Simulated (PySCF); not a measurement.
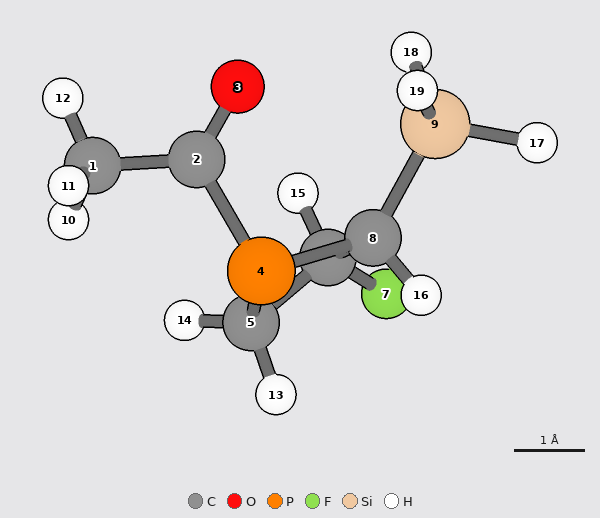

Fig. 1: The structure as given in the input (ball-and-stick view, seen at a tilt; atoms are numbered from 1 in the order of the input). Bond lengths as drawn: C–C 1.50 to 1.53 Å, C–F 1.37 Å, C–H 1.10 Å, C–O 1.21 Å, C–P 1.87 to 1.89 Å, C–Si 1.90 Å and H–Si 1.49 to 1.50 Å.

C$_{5}$H$_{10}$FOPSi: excited-state calculation

The run: excited-state calculation of C$_{5}$H$_{10}$FOPSi. Method and program: TDDFT CAM-B3LYP/def2-SVPD, vertical, gas phase, core orbitals frozen in the response (PySCF 2.14.0).

The geometry comes from this level: PBE0-D3(BJ)/def2-SVP.

## The input
```
{"job": {"kind": "uv", "xc": "CAM-B3LYP", "basis": "def2-SVPD", "ip": true}, "charge": 0, "multiplicity": 1}
C      2.612044     1.029241    -0.491861
C      1.138361     1.011240    -0.194717
O      0.656896     1.578790     0.757553
P      0.035970     0.176998    -1.475984
C      0.360028    -1.619065    -0.994966
C     -0.587482    -1.442436     0.185359
F     -1.331546    -2.547326     0.500878
C     -1.394221    -0.248493    -0.341647
Si    -2.184480     1.005694     0.849282
H      2.985230     0.017014    -0.711969
H      2.789104     1.640140    -1.391689
H      3.157628     1.461619     0.357293
H     -0.090402    -2.261679    -1.767346
H      1.384302    -1.961253    -0.788511
H     -0.022836    -1.149893     1.088490
H     -2.182655    -0.635269    -1.011105
H     -3.642893     0.670706     0.938989
H     -1.612671     0.897304     2.220725
H     -2.084716     2.395875     0.318445
```

The first line tells a small driver script what to run in PySCF; the rest is the geometry in Å.

Command:
```bash
OMP_NUM_THREADS=1 python <driver script> task.json out
```

## Log
```
coarse grid: 17056 points
cycle   1  E = -1001.5148466676  dE =  1.187e+00  |g| = 9.050e-01  |ddm| = 6.276e+00
cycle   2  E = -1001.2252471817  dE =  2.896e-01  |g| = 1.573e+00  |ddm| = 2.445e+00
cycle   3  E = -1001.6834885968  dE = -4.582e-01  |g| = 1.332e-01  |ddm| = 1.733e+00
cycle   4  E = -1001.6863318253  dE = -2.843e-03  |g| = 7.522e-02  |ddm| = 2.347e-01
cycle   5  E = -1001.6873574726  dE = -1.026e-03  |g| = 1.488e-02  |ddm| = 9.591e-02
cycle   6  E = -1001.6874055576  dE = -4.808e-05  |g| = 5.515e-03  |ddm| = 3.337e-02
cycle   7  E = -1001.6874142231  dE = -8.665e-06  |g| = 1.388e-03  |ddm| = 1.231e-02
final grid: 156424 points
cycle   8  E = -1001.8343244979  dE = -3.433e-05  |g| = 5.155e-03  |ddm| = 8.284e-02
cycle   9  E = -1001.8343209477  dE =  3.550e-06  |g| = 7.017e-03  |ddm| = 1.499e-02
cycle  10  E = -1001.8343300018  dE = -9.054e-06  |g| = 6.946e-04  |ddm| = 7.624e-03
cycle  11  E = -1001.8343300864  dE = -8.461e-08  |g| = 3.411e-04  |ddm| = 1.127e-03
cycle  12  E = -1001.8343301100  dE = -2.361e-08  |g| = 1.009e-04  |ddm| = 5.940e-04
cycle  13  E = -1001.8343301128  dE = -2.748e-09  |g| = 2.445e-05  |ddm| = 2.577e-04
cycle  14  E = -1001.8343301131  dE = -3.065e-10  |g| = 9.170e-06  |ddm| = 1.299e-04
```

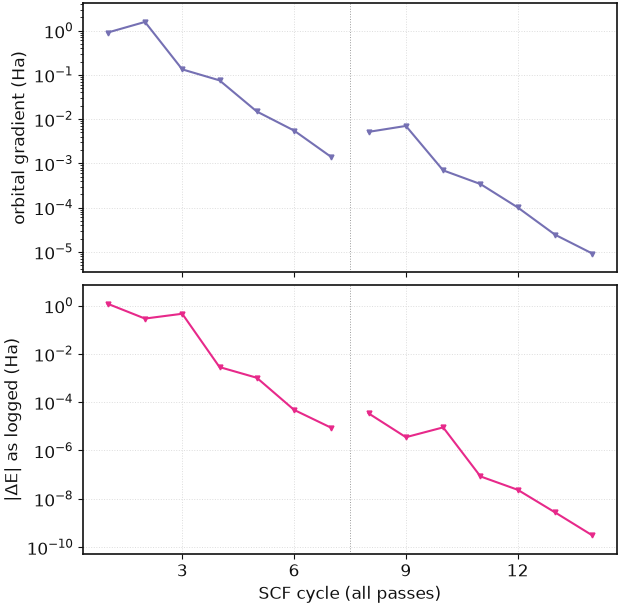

Fig. 2: Convergence of the self-consistent field: orbital gradient and size of the energy change against the SCF cycle. The dotted line marks the change from a coarse to the final integration grid. The first 7 cycles use a coarse grid, the final grid takes over at cycle 8, and the field converges after 14 cycles in all.

```
converged SCF energy = -1001.8343301131

Static polarisability (au): isotropic 112.511, principal 95.914 114.593 127.026

Singlet excitations
state   eV       nm        f      main configurations
  1   3.8752    319.9   0.00553   H->L 0.76, H-1->L 0.17
  2   5.5528    223.3   0.03483   H-1->L 0.61, H->L 0.17, H->L+1 0.15
  3   5.8299    212.7   0.03990   H->L+1 0.72, H-1->L 0.14
  4   6.5610    189.0   0.04076   H->L+3 0.64, H->L+2 0.10
  5   6.7143    184.7   0.02886   H->L+2 0.69, H-2->L 0.10
  6   6.8316    181.5   0.04003   H-2->L 0.64, H-1->L+1 0.09, H->L+3 0.08
  7   7.0148    176.7   0.05754   H-1->L+1 0.72, H-2->L 0.10
  8   7.2444    171.1   0.02756   H->L+5 0.64, H->L+4 0.09
  9   7.3448    168.8   0.00598   H-3->L 0.71, H-7->L 0.09, H-5->L 0.08
 10   7.6068    163.0   0.00347   H-2->L+1 0.40, H-1->L+3 0.23

Triplet excitations (Tamm-Dancoff, eV): 3.2767 4.7809 4.9565 5.8032
Vertical ionisation energy (delta-SCF) = 8.9553 eV
Vertical electron affinity (delta-SCF) = -0.2974 eV
```

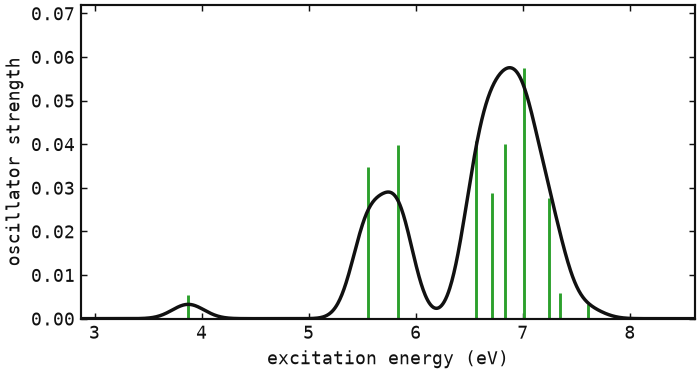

Fig. 3: Computed excitations as sticks (degenerate states added up, dark ones marked on the axis), with a Gaussian envelope of 0.35 eV full width at half maximum, scaled to the tallest. Of the 10 states the lowest lies at 3.88 eV (f = 0.006); the strongest line is at 7.01 eV, or 177 nm (f = 0.058).

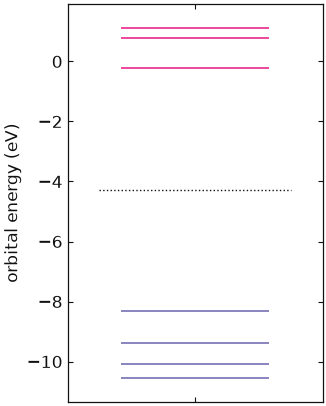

Fig. 4: Orbital energies near the frontier; the dotted line parts filled from empty levels, and levels within 0.02 eV of each other stand side by side. Highest filled −8.33 eV, lowest empty −0.23 eV, 8.10 eV apart.

## Results in brief

```json
{"quantity": "outcome", "value": "converged"}
{"quantity": "total energy", "value": "−1001.834330 hartree"}
{"quantity": "HOMO", "value": "−8.33 eV"}
{"quantity": "LUMO", "value": "−0.23 eV"}
{"quantity": "dipole moment", "value": "3.54 D"}
{"quantity": "mean polarisability", "value": "112.51 a.u."}
{"quantity": "vertical ionisation energy", "value": "8.96 eV"}
{"quantity": "vertical electron affinity", "value": "−0.30 eV"}
{"quantity": "lowest singlet excitation", "value": "3.88 eV"}
{"quantity": "hardware", "value": "1 CPU thread, shared host"}
{"quantity": "wall time", "value": "5.3 min"}
{"quantity": "peak memory", "value": "1.4 GiB"}
```
